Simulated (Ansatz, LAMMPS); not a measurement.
## Structural relaxation of annealed Voronoi polycrystal of C with 5 % Si on C sites (3 grains at the start) (234 atoms)

Wanted: the relaxed structure of annealed Voronoi polycrystal of C with 5 % Si on C sites (3 grains at the start) (234 atoms) and its electronic structure.

Program: Ansatz 0.2.0. Level of theory: Kohn-Sham DFT, r2SCAN, PAW (set soft_2), plane waves. Results are calculated unless marked as measured.

## 1. Starting point

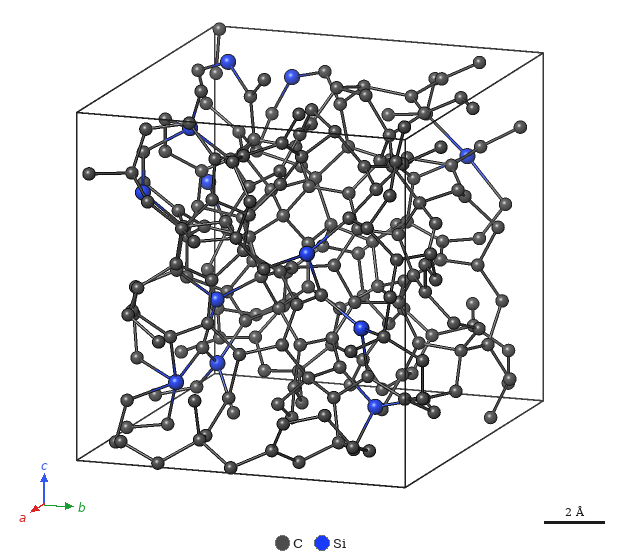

The starting structure, seen slightly off an axis (carbon dark grey, silicon blue). Some periodic images of atoms are drawn too.

The cell holds 234 atoms: 222 C and 12 Si. Cell: a = 13.569 Å, b = 11.708 Å, c = 11.971 Å, α = 90.0°, β = 90.0°, γ = 90.0°. It derives from C (diamond C) and Si. 3 grains of diamond C (a = 3.566 Å), 5 % of C replaced at random by Si at random centres and orientations, cut by Voronoi cells in a periodic box, atoms closer than 1.11 Å removed; annealed 20 ps at 3040 K with the Tersoff potential (Tersoff, Phys. Rev. B 39, 5566 (1989)), cooled to 300 K. Minimised at fixed cell.

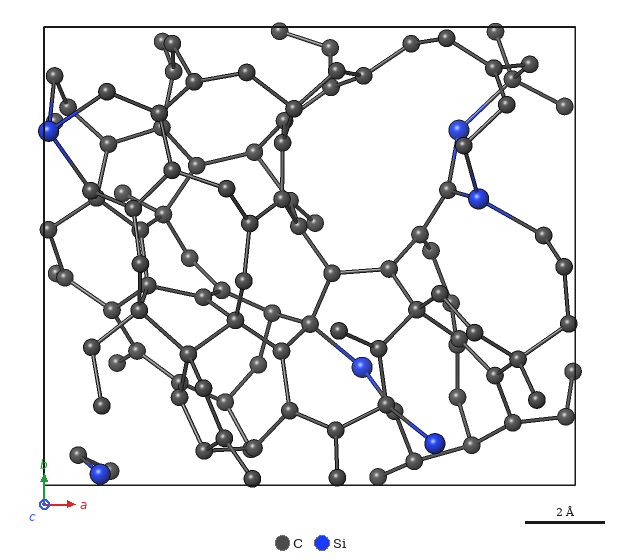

A slice 6 Å thick through the middle of the cell. Bonds to atoms that aren't drawn are left out.

Limits known from the start: The network of bonds at the start is that of the classical potential that made the cell. Sampling is at Γ alone, for a cell whose shortest periodic width is 12 Å.

## 2. Making the structure

A classical potential makes the cell, at a small fraction of what the same run would cost in DFT.

This step: classical MD, Tersoff potential (Tersoff, Phys. Rev. B 39, 5566 (1989)) (LAMMPS 22 Jul 2025 - Update 4).

File in.lmp:

```
# annealed Voronoi polycrystal of C with 5 % Si on C sites (3 grains at the start)
units metal
atom_style atomic
boundary p p p
read_data data.lmp
pair_style tersoff
pair_coeff * * SiCGe.tersoff C Si(D)
neigh_modify delay 0 every 1 check yes
thermo_style custom step time temp pe press density
thermo_modify norm yes
timestep 0.0005
thermo 100
minimize 1e-6 1e-4 500 5000
reset_timestep 0
velocity all create 300 897607 mom yes rot yes dist gaussian
thermo 5000
fix md all npt temp 300 3040 0.05 aniso 0 0 0.5
run 10000 post no
unfix md
thermo 6666
fix md all npt temp 3040 3040 0.05 aniso 0 0 0.5
run 40000 post no
unfix md
thermo 6666
fix md all npt temp 3040 300 0.05 aniso 0 0 0.5
run 20000 post no
unfix md
thermo 5000
fix md all npt temp 300 300 0.05 aniso 0 0 0.5
run 10000 post no
unfix md
thermo 100
minimize 0 1e-3 2000 20000
write_dump all custom end.dump id type xs ys zs modify sort id
```

The run is started by

```sh
$ lmp -in in.lmp -log none -nocite
```

The program printed:

```text
LAMMPS (22 Jul 2025 - Update 4)
Reading data file ...
  orthogonal box = (0 0 0) to (11.72 10.97 10.97)
  234 atoms
   Step          Time           Temp          PotEng         Press         Density
         0   0              0             -4.0390428      1723313.6      3.5361472
        47   0.0235         0             -6.0189506      680825.13      3.5361472
Loop time of 0.0696096 s on 1 MPI rank(s) for 47 steps with 234 atoms
Minimization stats:
  Stopping criterion = energy tolerance
  Energy initial, next-to-last, final =
      -4.0390428379582  -6.01895050347021  -6.01895064403738
  Force two-norm initial, final = 345.55421 30.654727
  Iterations, force evaluations = 47 97
   Step          Time           Temp          PotEng         Press         Density
         0   0              300           -6.0189506      687667.71      3.5361472
      5000   2.5            1862.4091     -6.2930895     -17865.357      2.8436626
     10000   5              3046.14       -6.2290337      9350.9337      2.6281274
Loop time of 5.00014 s on 1 MPI rank(s) for 10000 steps with 234 atoms
   Step          Time           Temp          PotEng         Press         Density
     10000   5              3046.14       -6.2290337      9350.9337      2.6281274
     13332   6.666          3086.3598     -6.3223803      2979.4642      2.5161244
     19998   9.999          2853.6846     -6.3224207     -41901.978      2.5519643
     26664   13.332         3279.3009     -6.3610641      1297.3705      2.5433567
     33330   16.665         2811.5237     -6.3318029      7595.6644      2.4760155
     39996   19.998         3141.8705     -6.4324152      17828.957      2.5271965
     46662   23.331         3103.9729     -6.3714449      8859.7932      2.4797445
[... 1 line left out ...]
Loop time of 16.4894 s on 1 MPI rank(s) for 40000 steps with 234 atoms
   Step          Time           Temp          PotEng         Press         Density
[... 5 lines left out ...]
Loop time of 7.93823 s on 1 MPI rank(s) for 20000 steps with 234 atoms
   Step          Time           Temp          PotEng         Press         Density
[... 2 lines left out ...]
     80000   40             307.6471      -6.7785244     -9283.8709      2.6223731
Loop time of 3.85353 s on 1 MPI rank(s) for 10000 steps with 234 atoms
   Step          Time           Temp          PotEng         Press         Density
     80000   40             307.6471      -6.7785244     -9283.8709      2.6223731
     80100   40.05          307.6471      -6.8152027     -14764.72       2.6223731
     80148   40.074         307.6471      -6.8152062     -14761.393      2.6223731
Loop time of 0.334593 s on 1 MPI rank(s) for 148 steps with 234 atoms
Minimization stats:
  Stopping criterion = linesearch alpha is zero
  Energy initial, next-to-last, final =
     -6.77852435324425  -6.81520623089609  -6.81520623089609
  Force two-norm initial, final = 33.067602 0.035713538
  Iterations, force evaluations = 148 892
```

Run time: 34 s. Hardware: 1 thread of Arm Neoverse V2, shared host; peak memory 0.099 GiB.

The input also reads data.lmp (atoms, bonds and types; not printed here).

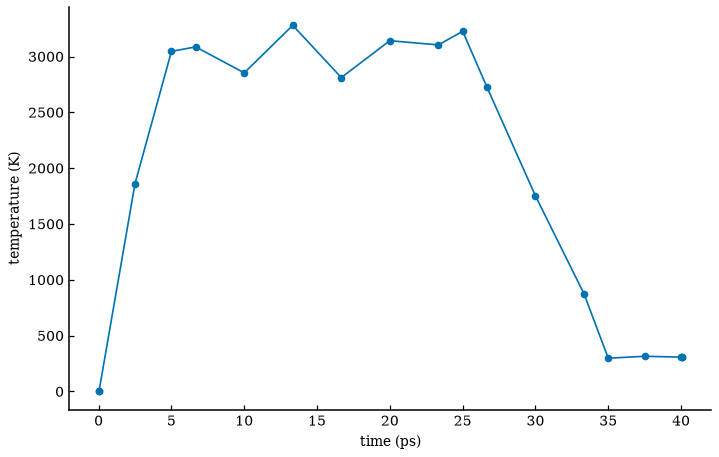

Temperature, plotted against time.

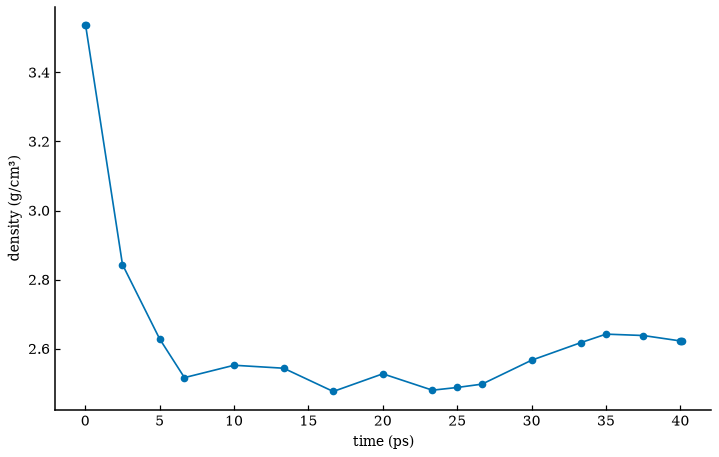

Density against time.

## 3. Single point at the start

A single point comes first, to see the forces before anything moves.

File input.yaml:

```yaml
crystal:
  lattice:
    - [13.56946, 0.0, 0.0]
    - [0.0, 11.70838, 0.0]
    - [0.0, 0.0, 11.97065]
  atoms:
    - { symbol: C, position: [0.99615, 0.24816, 0.3592] }
    - { symbol: C, position: [0.01387, 0.13185, 0.18317] }
    - { symbol: C, position: [0.70213, 0.38301, 0.55907] }
    - { symbol: C, position: [0.78159, 0.31937, 0.489] }
    - { symbol: C, position: [0.63002, 0.29783, 0.61729] }
    - { symbol: C, position: [0.64469, 0.17566, 0.59717] }
    - { symbol: Si, position: [0.59903, 0.25732, 0.38262] }
    - { symbol: C, position: [0.84914, 0.2394, 0.54624] }
    - { symbol: C, position: [0.88279, 0.13636, 0.47701] }
    - { symbol: C, position: [0.67911, 0.47759, 0.11895] }
    - { symbol: C, position: [0.76648, 0.39737, 0.27709] }
    - { symbol: C, position: [0.02372, 0.46203, 0.26524] }
    - { symbol: C, position: [0.98819, 0.35437, 0.19591] }
    - { symbol: C, position: [0.77812, 0.3063, 0.36256] }
    - { symbol: C, position: [0.77863, 0.19211, 0.31508] }
    - { symbol: C, position: [0.75139, 0.35828, 0.1453] }
    - { symbol: C, position: [0.83676, 0.32415, 0.056] }
    - { symbol: C, position: [0.03937, 0.45306, 0.39088] }
    - { symbol: C, position: [0.02881, 0.24728, 0.24256] }
    - { symbol: C, position: [0.9387, 0.56848, 0.0573] }
    - { symbol: C, position: [0.94843, 0.35257, 0.07363] }
    - { symbol: C, position: [0.99301, 0.2445, 0.00952] }
    - { symbol: Si, position: [0.48177, 0.21048, 0.16659] }
    - { symbol: C, position: [0.38974, 0.07834, 0.38132] }
    - { symbol: C, position: [0.46283, 0.16278, 0.55165] }
    - { symbol: C, position: [0.66008, 0.16143, 0.47469] }
    - { symbol: C, position: [0.69701, 0.05216, 0.42734] }
    - { symbol: C, position: [0.44365, 0.9908, 0.31711] }
    - { symbol: C, position: [0.40998, 0.11706, 0.0731] }
    - { symbol: C, position: [0.441, 0.00455, 0.04924] }
    - { symbol: C, position: [0.59762, 0.21403, 0.24075] }
    - { symbol: C, position: [0.6567, 0.03936, 0.21264] }
    [... 196 atom lines left out ...]
    - { symbol: C, position: [0.79039, 0.74108, 0.70188] }
    - { symbol: C, position: [0.00838, 0.55763, 0.47369] }
    - { symbol: C, position: [0.9407, 0.54496, 0.57795] }
    - { symbol: C, position: [0.0018, 0.52852, 0.78578] }
    - { symbol: C, position: [0.97923, 0.47667, 0.67112] }
    - { symbol: Si, position: [0.8184, 0.62489, 0.59744] }
kpoints:
  mp_grid: { grid: [1, 1, 1] }
hamiltonian:
  xc: r2scan
scf:
  occupations: { method: gaussian, width: 0.025 }
output:
  forces: true
  stress: true
  populations: true
  dos:
    method: { smearing: { sigma: 0.15 } }
    de: 0.1
    projected: { site_lists: { C: [C], Si: [Si] } }
  eigenvalues: true
```

The run is started by

```sh
$ ansatz run input.yaml --threads 4 --pin off --max-ram 8192MiB --backend cpu --events-out ev --progress --plain --runs-dir out
```

The program printed:

```text
Engine: ansatz 0.2.0, aarch64-unknown-linux-gnu
Pseudopotentials: kind: paw
Pseudopotential: C, paw, valence charge 4, recommended cutoff 500 eV (meta_gga), C.paw.azcp
Pseudopotential: Si, paw, valence charge 4, recommended cutoff 500 eV (meta_gga), Si.paw.azcp
[... 6 lines on functional and potentials left out ...]
Crystal: 234 atoms, lattice volume = 1901.854 Å³
Basis set: ecut = 500 eV, 48245 PW (Γ), exchange–correlation on 400×360×360 points (64 copies of the dense FFT grid, shifted against one another)
Bands: 702, of which v1, the nominal top of the filled ones, is band 468 counted from 1 (467 counted from 0)
Symmetry: 1 space group operations
Space group: P1 (ITA 1), of the structure as read, at distance tolerance 1.2e-4 Å
k-points: 1
[... 7 lines on functional and potentials left out ...]
Initial density: superposition of atomic densities (neutral atoms: chi_scale 0, normalization atom), corrected by the library's trained network
Initial wavefunctions: pseudopotential atomic-orbital guess
Functional: x = r2scan, c = r2scan; τ floored in thin density (d = 2e-4 eV/Å³)
SCF iter   1: F=—  HF=-63299.749114 eV  |F-HF|=—  |Δ(HF+E_count)|=         —  Δρ=1.70e-2  dr2=1.18e1  dr2_τ=3.29e1  ethr=1.77e-3  ⟨swp⟩=6.0  Hψ=3161  notcnv=0  defer=124
preconditioner: auto → LDOS  [insulator: Δε(μ)=0.039 eV  Ē_g=14.549 eV  σ=0.025 eV  W_gap=0.73  n_scr=462 (ndim 8)  ℏωp=26.0 eV  f_vac=0.013  D(μ)=49.32/eV (n_scr^D=316)  ε∞_Penn≈4.2  β→1.0]
SCF iter   2: F=—  HF=-63303.341047 eV  |F-HF|=—  |Δ(HF+E_count)|=    3.59e0  Δρ=7.03e-3  dr2=1.88e0  dr2_τ=2.47e-1  ethr=1.26e-3  ⟨swp⟩=3.0  Hψ=1252  notcnv=0  defer=223
SCF iter   3: F=—  HF=-63303.191238 eV  |F-HF|=—  |Δ(HF+E_count)|=   1.50e-1  Δρ=2.34e-3  dr2=1.94e-1  dr2_τ=1.52e-2  ethr=2.01e-4  ⟨swp⟩=2.0  Hψ=810  notcnv=0  defer=223
SCF iter   4: F=—  HF=-63303.177476 eV  |F-HF|=—  |Δ(HF+E_count)|=   1.38e-2  Δρ=9.14e-4  dr2=2.63e-2  dr2_τ=1.85e-3  ethr=2.07e-5  ⟨swp⟩=2.0  Hψ=910  notcnv=0  defer=223
SCF iter   5: F=—  HF=-63303.175354 eV  |F-HF|=—  |Δ(HF+E_count)|=   2.12e-3  Δρ=4.01e-4  dr2=4.69e-3  dr2_τ=2.66e-4  ethr=2.81e-6  ⟨swp⟩=2.0  Hψ=916  notcnv=0  defer=223
SCF iter   6: F=—  HF=-63303.175022 eV  |F-HF|=—  |Δ(HF+E_count)|=   3.32e-4  Δρ=1.78e-4  dr2=9.51e-4  dr2_τ=5.96e-5  ethr=5.02e-7  ⟨swp⟩=2.0  Hψ=916  notcnv=0  defer=223
SCF iter   7: F=—  HF=-63303.174904 eV  |F-HF|=—  |Δ(HF+E_count)|=   1.18e-4  Δρ=7.32e-5  dr2=1.64e-4  dr2_τ=1.10e-5  ethr=1.02e-7  ⟨swp⟩=2.0  Hψ=916  notcnv=0  defer=223
SCF iter   8: F=—  HF=-63303.174905 eV  |F-HF|=—  |Δ(HF+E_count)|=   1.19e-6  Δρ=3.05e-5  dr2=2.68e-5  dr2_τ=1.05e-6  ethr=1.76e-8  ⟨swp⟩=2.0  Hψ=916  notcnv=0  defer=223
SCF iter   9: F=—  HF=-63303.173625 eV  |F-HF|=—  |Δ(HF+E_count)|=   1.28e-3  Δρ=1.13e-5  dr2=3.68e-6  dr2_τ=2.06e-7  ethr=2.86e-9  ⟨swp⟩=2.0  Hψ=1167  notcnv=0  defer=223
SCF iter  10: F=—  HF=-63303.173624 eV  |F-HF|=—  |Δ(HF+E_count)|=   2.96e-7  Δρ=4.48e-6  dr2=6.03e-7  dr2_τ=2.90e-8  ethr=3.93e-10  ⟨swp⟩=2.0  Hψ=800  notcnv=0  defer=223
SCF iter  11: F=—  HF=-63303.173624 eV  |F-HF|=—  |Δ(HF+E_count)|=   2.90e-8  Δρ=1.97e-6  dr2=1.14e-7  dr2_τ=5.46e-9  ethr=1.07e-11  ⟨swp⟩=17.0  Hψ=4484  notcnv=0
SCF iter  12: F=-63303.173624 eV  HF=-63303.173624 eV  |F-HF|=1.49e-8  |Δ(HF+E_count)|=   8.11e-9  Δρ=8.38e-7  dr2=2.06e-8  dr2_τ=9.95e-10  ethr=1.07e-11  ⟨swp⟩=3.0  Hψ=1595  notcnv=0
SCF 1 converged in 12 iterations: F = -63303.173624 eV  dr2 = 2.06e-8
  greatest PAW one-centre occupation: 0.722 electrons in one spin orbital (limit 2), on the C atom at site 82 (counted from 0), in its partial waves of l = 0
SCF converged after 12 iterations
Free energy (F): -63303.173624 eV
Harris-Foulkes:  -63303.173624 eV  (|F-HF|=1.49e-8)
Internal energy: -63303.155323 eV  (E = F + TS)
E sigma→0 (E₀):  -63303.164474 eV
Entropy (-TS):   -0.018301 eV (-0.078 meV/atom)
Fermi energy:    8.806643 eV
--- Per-component energies (eV) ---
  E_band       = -277.702822
  E_kinetic    = 20229.359898
  E_local      = -28905.418302  (includes V_loc(G=0)·N_el)
  E_nonlocal   = 6171.578680
  E_hartree    = 8898.598649
  E_xc         = -10998.981928
  E_vxc        = -14955.724750  (∫ρ·V_xc dr)
  E_paw        = -28547.906444  (= ΣΔE_a)
  E_vpaw       = -1424.821215  (= ΣTr[D̂ρ^β])
  E_aug_tail   = 0.000958  (compensation charges beyond the density's cutoff)
  E_vtau       = 810.123327  (kinetic-family band-sum trace: ∫τ·v_τ [+ j·A + Jᵃ·Aᵃ] dr)
  E_ewald      = -30143.969870
  E_core_change = -6.416965  (= ΣΔE_core)
  E_smearing   = -0.018301  (= −TS)
  E_closure    = 0.000000  (closes the sum)
  Σ components = -63303.173624   (vs F -63303.173624, Δ=0.00e0)
--- Forces (eV/Å), atoms counted from 1 ---
  atom   1  C     -1.70093918    -2.53685018     2.62780952
  atom   2  C     -1.15085275     0.49110589    -1.91315206
  atom   3  C      0.47042392    -1.02918466     0.56444202
  atom   4  C      0.91755082    -2.13792662     1.06917709
  atom   5  C     -1.44411758     0.68135639     1.21526896
  atom   6  C     -0.06376682     2.07432351     0.77611932
  atom   7  Si     0.71354125    -0.50231505    -1.25758212
  atom   8  C     -0.48003889     0.13806409    -2.53912824
  atom   9  C     -0.37293415     2.19543201     0.60285837
  atom  10  C     -0.12657782    -0.71226168    -0.55997426
  atom  11  C     -1.72025378     1.20582890    -0.05933282
  atom  12  C     -0.93260807    -4.03800886    -0.87225376
  atom  13  C      0.83442149     4.19380381     0.00158422
  atom  14  C     -0.13611486    -1.00375840    -0.62074615
[...]
atom 233  C     -0.19264059     1.29179846     0.94735170
  atom 234  Si     0.07367622    -0.61718845     1.42854247
  max |Σ_I F_I| component: 1.24e-4 eV/Å
--- Stress (GPa, compression-positive) ---
       -8.795172       2.935794       0.709136
        2.935796     -10.158900      -1.781984
        0.709137      -1.781986     -10.274466
  P = ⅓ Tr σ = -9.7428 GPa (-97.428 kbar)
--- Band table (eV) ---
  k-point 0: bands = ["-12.5280", "-12.1729", "-12.0712", "-11.8687", [... 686 levels ...], "18.2160", "18.2767", "18.2875", "18.3016", "18.3340", "18.3784", "18.3919", "18.4304", "18.4358", "18.4686", "18.4737", "18.5034"]
--- Löwdin populations: 234 sites ---
  site symbol       q [e]
     0      C      3.9882
     1      C      3.9906
     2      C      3.9617
[...]
233     Si      3.0014
  spilling = 0.007845 (of n_electrons = 936.000000)
```

Wall time 2.3 min (4 threads of Arm Neoverse V2, shared host); peak memory 5.9 GiB.

The run gave:

```yaml
free_energy: -63303.1736 eV
free_energy_per_atom: -270.5264 eV/atom
scf_cycles: 12
pressure: -9.743 GPa
r_m_s_force_component: 1.425 eV/Å
longest_force: 5.786 eV/Å
fermi_energy: 8.807 eV
levels_partly_filled_by_over_2_per_cent: 2
spilling_of_the_projection: 0.007845
```

The r.m.s. force component of 1.4 eV/Å and the pressure of -9.7 GPa set the starting point.

Neighbours are counted within 1.85 Å (C-C), 2.28 Å (C-Si).

Length of the force by element and coordination:

| element | coordination | atoms | mean length of the force (eV/Å) | spread | least | most |
| --- | --- | --- | --- | --- | --- | --- |
| C | all | 222 | 2.29 | 1.03 | 0.351 | 5.79 |
| C | 2 | 2 | 3.94 | 0.0886 | 3.85 | 4.03 |
| C | 3 | 177 | 2.44 | 1.02 | 0.507 | 5.79 |
| C | 4 | 43 | 1.60 | 0.721 | 0.351 | 3.30 |
| Si | all | 12 | 1.32 | 0.492 | 0.224 | 2.09 |
| Si | 3 | 4 | 1.38 | 0.163 | 1.21 | 1.56 |
| Si | 4 | 6 | 1.23 | 0.567 | 0.224 | 1.69 |
| Si | 5 | 1 | 2.09 | 0 | 2.09 | 2.09 |
| Si | 6 | 1 | 0.866 | 0 | 0.866 | 0.866 |

(Continued in part 2 of 2.)

[Logs are printed without paths, hosts, clocks, repeated set-up lines and the standing remarks that a program may print on its own settings, such as how far it seeks lower states.]

[Hosts, paths, dates, database ids (printed as entryN), source tags and the programs' standing remarks are cut or masked in the printed files.]
